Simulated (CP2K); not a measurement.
# GeNH3Cl (SMILES [NH2][GeH][Cl]) at GFN2-xTB

What is the energy change on altering one bond length of GeNH3Cl at GFN2-xTB? 

The results are computed with CP2K 2026.2.

8 further runs of the same task are left out: 3 that didn't finish, 5 set aside as unsound or not needed. Runs told in other sessions of the task aren't counted.

### Step 1. The structure to begin with

GeNH3Cl has 6 atoms, charge 0, and is taken as a doublet. SMILES: `[NH2][GeH][Cl]`. The shape is that of a PBE0-D4/def2-TZVP optimisation. This is one conformer, not always the lowest.

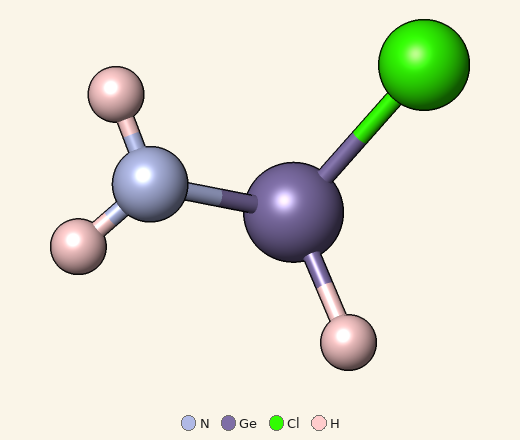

The structure, seen from a chosen angle (nitrogen light blue, germanium purple, chlorine green, hydrogen pink).

### Step 2. A single-point energy at GFN2-xTB

The input, molecule.xyz:

```xyz
6

N     -0.446300     0.317900    -0.788300
Ge     0.075400    -0.151000     0.908100
Cl     1.243000    -1.956900     0.623300
H     -0.984500     1.171200    -0.861400
H     -0.888700    -0.414300    -1.327200
H      1.043200     0.969100     1.399300
```

The input, calc.inp:

```
&GLOBAL
   PROJECT calc
   RUN_TYPE ENERGY
   PRINT_LEVEL MEDIUM
&END
&FORCE_EVAL
   METHOD Quickstep
   &DFT
      MULTIPLICITY 2
      SPIN_POLARIZED T
      &QS
         METHOD XTB
         EPS_DEFAULT 1.0E-10
         &XTB
            GFN_TYPE TBLITE
            &TBLITE
               METHOD GFN2
            &END
            CHECK_ATOMIC_CHARGES F
         &END
      &END
      &POISSON
         PERIODIC NONE
         POISSON_SOLVER ANALYTIC
      &END
      &SCF
         SCF_GUESS ATOMIC
         EPS_SCF 1.0E-07
         MAX_SCF 150
         ADDED_MOS 2
         &DIAGONALIZATION
            ALGORITHM STANDARD
         &END
         &MIXING
            METHOD DIRECT_P_MIXING
            ALPHA 0.4
         &END
         &SMEAR ON
            METHOD FERMI_DIRAC
            ELECTRONIC_TEMPERATURE [K] 300
            FIXED_MAGNETIC_MOMENT 1.0
         &END
      &END
      &PRINT
         &MOMENTS
            PERIODIC F
            REFERENCE COM
            MAX_MOMENT 1
         &END
         &MO ON
            ENERGIES T
            OCCUPATION_NUMBERS T
            NDIGITS 6
            &EACH
               QS_SCF 0
            &END
            ADD_LAST NUMERIC
         &END
         &HIRSHFELD OFF
         &END
      &END
   &END
   &SUBSYS
      &CELL
         ABC 10.2 11.1 10.7
         PERIODIC NONE
      &END
      &TOPOLOGY
         COORD_FILE_NAME molecule.xyz
         COORD_FILE_FORMAT XYZ
         &CENTER_COORDINATES
         &END
      &END
   &END
&END
```

Command:

```bash
$ OMP_NUM_THREADS=1 cp2k.psmp calc.inp > calc.out
```

What it wrote:

```text
CP2K| version string:                                       CP2K version 2026.2
[...]
 GLOBAL| Method name                                                        CP2K
[...]
 GLOBAL| Run type                                                         ENERGY
[...]
                             - Atoms:                                          6
[...]
                             - Spherical basis functions:                     25
[...]
 Number of electrons:                                                         10
[...]
  *** SCF run converged in    21 steps ***
[...]
  Fermi energy:                                                -0.26988999574426
[...]
 TB_DIPOLE| Moment [Debye]         -1.96980139       1.73182456      -0.12196926
 TB_DIPOLE| Derivative [a.u.]       0.00000000       0.00000000       0.00000000
[...]
 ENERGY| Total FORCE_EVAL ( QS ) energy [hartree]            -10.950294459686470
[...]
```

Run time: 0.24 s. Hardware: 1 thread of Arm Neoverse V2, shared host.

### Step 3. The distorted shape at the same level

The input, molecule.xyz:

```xyz
6

N     -0.313572     0.537573    -0.626620
Ge     0.208128     0.068673     1.069780
Cl     1.375728    -1.737227     0.784980
H     -0.851772     1.390873    -0.699720
H     -0.888700    -0.414300    -1.327200
H      1.175928     1.188773     1.560980
```

The input, calc.inp:

```
&FORCE_EVAL
  METHOD QUICKSTEP
  &DFT
    CHARGE 0
    MULTIPLICITY 2
    UKS T
    ! Quickstep
    &QS
      METHOD XTB
      EPS_DEFAULT 1.0E-10
      &XTB
        GFN_TYPE TBLITE
        &TBLITE
          METHOD GFN2
        &END TBLITE
        CHECK_ATOMIC_CHARGES F
      &END XTB
    &END QS
    ! no periodic images
    &POISSON
      PERIODIC NONE
      POISSON_SOLVER ANALYTIC
    &END POISSON
    &SCF
      SCF_GUESS ATOMIC
      EPS_SCF 1.0E-07
      MAX_SCF 150
      ADDED_MOS 2
      &DIAGONALIZATION
        ALGORITHM STANDARD
      &END DIAGONALIZATION
      &MIXING
        METHOD DIRECT_P_MIXING
        ALPHA 0.4
      &END MIXING
      &SMEAR ON
        METHOD FERMI_DIRAC
        ELECTRONIC_TEMPERATURE [K] 300
        FIXED_MAGNETIC_MOMENT 1.0
      &END SMEAR
    &END SCF
    &PRINT
      &MOMENTS
        PERIODIC F
        REFERENCE COM
        MAX_MOMENT 1
      &END MOMENTS
      &MO ON
        ENERGIES T
        OCCUPATION_NUMBERS T
        NDIGITS 6
        &EACH
          QS_SCF 0
        &END EACH
        ADD_LAST NUMERIC
      &END MO
      &HIRSHFELD OFF
      &END HIRSHFELD
    &END PRINT
  &END DFT
  ! structure
  &SUBSYS
    &CELL
      ABC [angstrom] 10.3 11.1 10.9
      PERIODIC NONE
    &END CELL
    &TOPOLOGY
      COORD_FILE_NAME molecule.xyz
      COORD_FILE_FORMAT XYZ
      &CENTER_COORDINATES
      &END CENTER_COORDINATES
    &END TOPOLOGY
  &END SUBSYS
&END FORCE_EVAL
&GLOBAL
  PROJECT calc
  RUN_TYPE ENERGY
  PRINT_LEVEL MEDIUM
&END GLOBAL
```

Command:

```bash
$ OMP_NUM_THREADS=1 cp2k.psmp -i calc.inp -o calc.out
```

What it wrote:

```text
CP2K| version string:                                       CP2K version 2026.2
[...]
 GLOBAL| Method name                                                        CP2K
[...]
 GLOBAL| Run type                                                         ENERGY
[...]
                             - Atoms:                                          6
[...]
                             - Spherical basis functions:                     25
[...]
 Number of electrons:                                                         10
[...]
  *** SCF run converged in    23 steps ***
[...]
  Fermi energy:                                                -0.28948165196217
[...]
 TB_DIPOLE| Moment [Debye]         -2.11935480       1.75329340      -0.30976284
 TB_DIPOLE| Derivative [a.u.]       0.00000000       0.00000000       0.00000000
[...]
 ENERGY| Total FORCE_EVAL ( QS ) energy [hartree]            -10.914729389024929
[...]
```

It took 0.24 s on 1 thread of Arm Neoverse V2, shared host.

### Step 4. Outcome

At GFN2-xTB:

| quantity | value |
| --- | --- |
| first shape: total energy | -10.95029 Eh |
| first shape: dipole moment (from atomic charges alone) | 2.63 D |
| first shape: HOMO energy (highest over α and β) | -9.40 eV |
| first shape: LUMO energy (lowest over α and β) | -9.01 eV |
| first shape: dispersion energy | -8.07 kJ/mol |
| distorted shape: total energy | -10.91473 Eh |
| distorted shape: dipole moment (from atomic charges alone) | 2.77 D |
| distorted shape: HOMO energy (highest over α and β) | -9.32 eV |
| distorted shape: LUMO energy (lowest over α and β) | -8.94 eV |
| distorted shape: dispersion energy | -8.19 kJ/mol |
| energy change with the N1–H5 bond stretched from 1.011 to 1.314 Å | 0.968 eV |

In words: With the N1–H5 bond stretched from 1.011 to 1.314 Å the energy rises by 0.97 eV (22.3 kcal/mol). The first shape isn't relaxed at this level, so the change isn't measured from a minimum. The dipole (first shape) comes from point charges on the atoms alone, without atomic dipoles, so it is partial. The dipole (distorted shape) comes from point charges on the atoms alone, without atomic dipoles, so it is partial.
